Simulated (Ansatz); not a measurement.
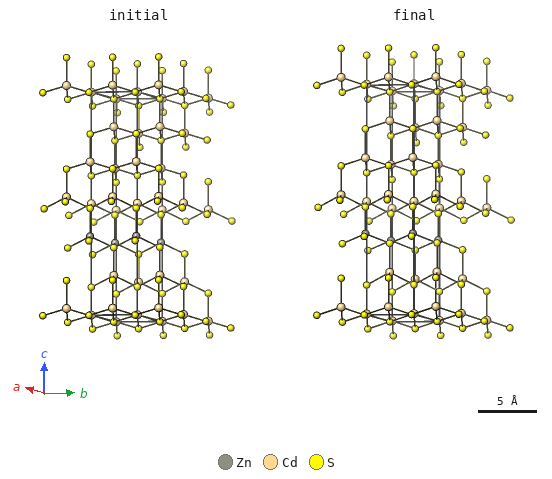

The structure of a crystal of ZnCd5S6 (a generated structure, set up in P3m1) (coarse preliminary run) before (left) and after (right) a relaxation, at one scale.

Style: ball-and-stick. Shown: the cell of the calculation, repeated 2 × 2 × 1 with one cell outlined, from a free direction.

The calculation used DFT PBE, scalar-relativistic, plane waves, PAW (Ansatz 0.2.0).

Input file:
```yaml
crystal:
  lattice:
    - [4.02160744, 0.0, 0.0]
    - [-2.01080372, 3.4828142, 0.0]
    - [0.0, 0.0, 19.72671336]
  atoms:
    - { symbol: Zn, position: [0.66666667, 0.33333333, 0.33326483] }
    - { symbol: Cd, position: [0.33333333, 0.66666667, 0.83326483] }
    - { symbol: Cd, position: [0.66666667, 0.33333333, 0.66686374] }
    - { symbol: Cd, position: [0.33333333, 0.66666667, 0.16686374] }
    - { symbol: Cd, position: [0.0, 0.0, 0.4999412] }
    - { symbol: Cd, position: [0.0, 0.0, 0.9999412] }
    - { symbol: S, position: [0.33333333, 0.66666667, 0.95811558] }
    - { symbol: S, position: [0.66666667, 0.33333333, 0.45811558] }
    - { symbol: S, position: [0.66666667, 0.33333333, 0.79170823] }
    - { symbol: S, position: [0.33333333, 0.66666667, 0.29170823] }
    - { symbol: S, position: [0.0, 0.0, 0.62510741] }
    - { symbol: S, position: [0.0, 0.0, 0.12510741] }
basis:
  ecutwfc: 420
kpoints:
  mp_grid: { grid: [6, 6, 1] }
hamiltonian:
  xc: pbe
scf:
  occupations: { method: gaussian, width: 0.1 }
  lower_state_search: "off"
output:
  forces: true
  stress: true
  eigenvalues: true
relax:
  adjacent_minimum: "off"
  f_tol: 0.04
  max_steps: 70
  cell: { stress_tol: 0.4 }
```

Run as
```bash
ansatz run input.yaml --threads 1 --pin off --max-ram 2560MiB --backend cpu --events-out ev --progress --plain --runs-dir out
```

Question: Summarise the run.

Answer: The largest moves relative to the cell, 0.19 Å, are those of S8 and S10. S10 goes along +c. Largest moves by element: S 0.19 Å, Cd 0.16 Å. Zn stays in place. Cell: a = b 4.022 → 4.130 Å (+2.7 %), c 19.727 → 20.331 Å (+3.1 %). Volume +8.7 %. Among the contacts that change: Zn1–S8 2.463 → 2.353 Å, Cd2–S7 2.463 → 2.557 Å, Cd2–S9 2.462 → 2.551 Å, Cd5–S11 2.469 → 2.558 Å. Among the angles between lasting bonds that change: S8–Zn1–S10 109.4° → 105.5°, Zn1–S10–Cd4 109.4° → 105.5°, Zn1–S10–Zn1 109.5° → 113.1°. The space group stays P3m1 (No. 156). Over 3 accepted moves (4 points after the start) the energy falls by 0.643 eV per cell of the calculation. Largest force component: 1.2 eV/Å at the start, 0.016 eV/Å at the end. The pressure goes from 6.04 to −0.02 GPa. At 1 point the geometry stayed and the basis and grid were re-selected for the new cell (energy shift of 5.4 meV per cell of the calculation at most each time).
